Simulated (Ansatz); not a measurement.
# C4H6S (2,3-dihydrothiophene): HF/def2-SVP

Aim: the vertical singlet–triplet gap of C4H6S (2,3-dihydrothiophene) at HF/def2-SVP, from 2 runs. 

The results are computed with Ansatz 0.2.0.

49 further runs of the same task are left out: 49 set aside as unsound or not needed.

### Step 1. The system as given

C4H6S: 11 atoms, total charge 0, spin state singlet. As SMILES, `C1=CSCC1`. Geometry: relaxed at PBE0-D4/def2-TZVP. This is one conformer, not always the lowest.

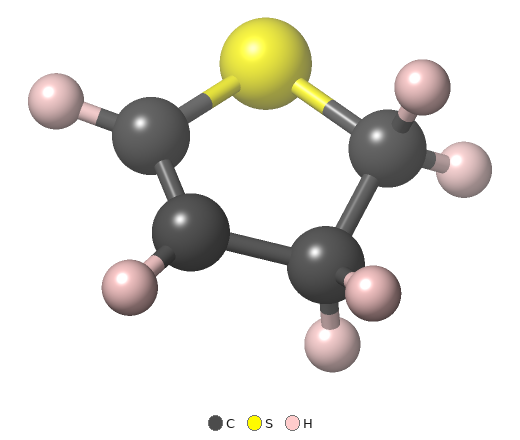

Viewed from a chosen angle; carbon dark grey, sulfur yellow, hydrogen pink.

### Step 2. The energy at HF/def2-SVP

Input file input.yaml:

```yaml
crystal:
  periodic: [false, false, false]
  atoms:
    - {symbol: C, position_ang: [0.280500, 1.058200, -0.374100]}
    - {symbol: C, position_ang: [1.266700, 0.759000, 0.465700]}
    - {symbol: S, position_ang: [1.220700, -0.865500, 1.112000]}
    - {symbol: C, position_ang: [-0.478300, -1.076400, 0.485100]}
    - {symbol: C, position_ang: [-0.649000, -0.083500, -0.663200]}
    - {symbol: H, position_ang: [0.197200, 2.015800, -0.873100]}
    - {symbol: H, position_ang: [2.082600, 1.409500, 0.751800]}
    - {symbol: H, position_ang: [-0.623300, -2.113100, 0.183800]}
    - {symbol: H, position_ang: [-1.164400, -0.846900, 1.303500]}
    - {symbol: H, position_ang: [-0.374400, -0.543900, -1.622300]}
    - {symbol: H, position_ang: [-1.692700, 0.229900, -0.748800]}
basis:
  gaussian:
    orbitals: def2-SVP
hamiltonian:
  xc: hf
accuracy: high
output:
  orbitals: {seedname: orbitals}
```

The run is started by

```console
$ ansatz run input.yaml --threads 1 --pin off --max-ram 3480MiB --events-out events.jsonl --progress --plain --runs-dir runs
```

Standard output:

```text
Warning: RAYON_NUM_THREADS=1 ignored (pool sized by the plan → 1); use --threads N
Functional definition: HF
  name "HF"
  exchange = exact_x
  correlation = 0
2524 factors; integrals over basis functions are off by at most 3.9e-9 eV
mean field evaluation 1: about -15024.4821 eV, gradient 2.7e1 eV
mean field evaluation 2: about -15024.4917 eV, gradient 2.7e1 eV
mean field evaluation 4: about -15026.8525 eV, gradient 4.1e0 eV
mean field evaluation 8: about -15026.9128 eV, gradient 6.1e-4 eV
mean field -15026.91275615 eV, -552.2288581811 hartree, gradient 1.6e-8 eV, S^2 0.000000; 0 other end points of the search recorded, 0 dependent functions left out
reference -15026.91275615 eV, -552.2288581811 hartree; 23, 23 occupied and 81, 81 virtual orbitals, 2524 factors
Total energy: -15026.91275615 eV, -552.2288581811 hartree
```

Run time: 2.8 s. Hardware: 1 thread of Intel Xeon 6975P-C (Granite Rapids), shared host; peak memory 0.36 GiB.

### Step 3. The triplet at the same level

Input file in.yaml:

```yaml
crystal:
  periodic: [false, false, false]
  atoms:
    - {symbol: C, position_ang: [0.280500, 1.058200, -0.374100]}
    - {symbol: C, position_ang: [1.266700, 0.759000, 0.465700]}
    - {symbol: S, position_ang: [1.220700, -0.865500, 1.112000]}
    - {symbol: C, position_ang: [-0.478300, -1.076400, 0.485100]}
    - {symbol: C, position_ang: [-0.649000, -0.083500, -0.663200]}
    - {symbol: H, position_ang: [0.197200, 2.015800, -0.873100]}
    - {symbol: H, position_ang: [2.082600, 1.409500, 0.751800]}
    - {symbol: H, position_ang: [-0.623300, -2.113100, 0.183800]}
    - {symbol: H, position_ang: [-1.164400, -0.846900, 1.303500]}
    - {symbol: H, position_ang: [-0.374400, -0.543900, -1.622300]}
    - {symbol: H, position_ang: [-1.692700, 0.229900, -0.748800]}
basis:
  gaussian:
    orbitals: def2-SVP
magnetization:
  spin_polarized: true
  initial_magnetization: 2
hamiltonian:
  xc: hf
accuracy: high
output:
  orbitals: {seedname: orbitals}
```

The run is started by

```console
$ ansatz run in.yaml --threads 1 --pin off --max-ram 3480MiB --events-out events.jsonl --progress --plain --runs-dir runs
```

Standard output:

```text
Warning: RAYON_NUM_THREADS=1 ignored (pool sized by the plan → 1); use --threads N
Functional definition: HF
  name "HF"
  exchange = exact_x
  correlation = 0
2524 factors; integrals over basis functions are off by at most 3.9e-9 eV
mean field evaluation 1: about -15019.1231 eV, gradient 2.5e1 eV
mean field evaluation 2: about -15019.1321 eV, gradient 2.5e1 eV
mean field evaluation 4: about -15023.2899 eV, gradient 3.7e0 eV
mean field evaluation 8: about -15023.7634 eV, gradient 4.0e-1 eV
mean field evaluation 16: about -15023.7718 eV, gradient 1.5e-8 eV
mean field -15023.77177614 eV, -552.1134292949 hartree, gradient 1.5e-8 eV, S^2 2.027100; 0 other end points of the search recorded, 0 dependent functions left out
reference -15023.77177614 eV, -552.1134292949 hartree; 24, 22 occupied and 80, 82 virtual orbitals, 2524 factors
Total energy: -15023.77177614 eV, -552.1134292949 hartree
```

Wall time 4.8 s (1 thread of Intel Xeon 6975P-C (Granite Rapids), shared host); peak memory 0.45 GiB.

### Step 4. Results

At HF/def2-SVP:

| quantity | value |
| --- | --- |
| singlet: total energy | -552.22886 Eh |
| singlet: HOMO energy | -8.19 eV |
| singlet: LUMO energy | 4.40 eV |
| singlet: HOMO–LUMO gap | 12.59 eV |
| triplet: total energy | -552.11343 Eh |
| triplet: HOMO energy (highest over α and β) | -5.83 eV |
| triplet: LUMO energy (lowest over α and β) | 1.35 eV |
| triplet: ⟨S²⟩ | 2.027 |
| vertical energy of the triplet above the singlet | 3.141 eV |

At this shape the triplet lies 3.14 eV (72 kcal/mol) above the singlet.
